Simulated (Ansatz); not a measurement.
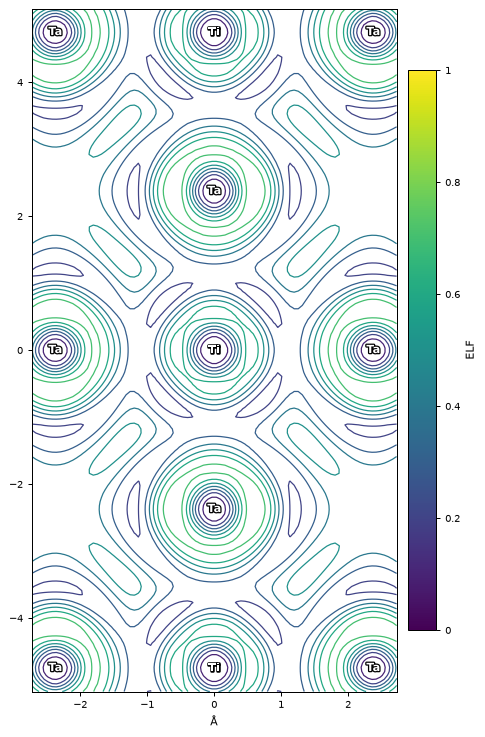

*Ta$_{3}$Ti. ELF on the (100) plane of the conventional cell.*

Space group Pm-3m; a structure generated by program, which may or may not match a known phase; computed without spin polarisation.

All numbers below come from DFT PBE, scalar-relativistic, plane waves, PAW (Ansatz).

```xyz
4
Lattice="4.7475 0.0000 0.0000 0.0000 4.7475 0.0000 0.0000 0.0000 4.7475" Properties=species:S:1:pos:R:3 pbc="T T T"
Ti    2.3738    2.3738    2.3738
Ta    0.0000    2.3738    2.3738
Ta    2.3738    0.0000    2.3738
Ta    2.3738    2.3738    0.0000
```

Describe what can be read from this map.

Answer. Atoms in the plane: Ti and Ta.
Ta–Ti (2.37 Å): the ELF is about 0.25 at the midpoint; no shared electron pair shows on this line.
The features right at Ti and Ta lie inside the PAW spheres, where the map follows smoothed inner orbitals and isn't to be read closely.
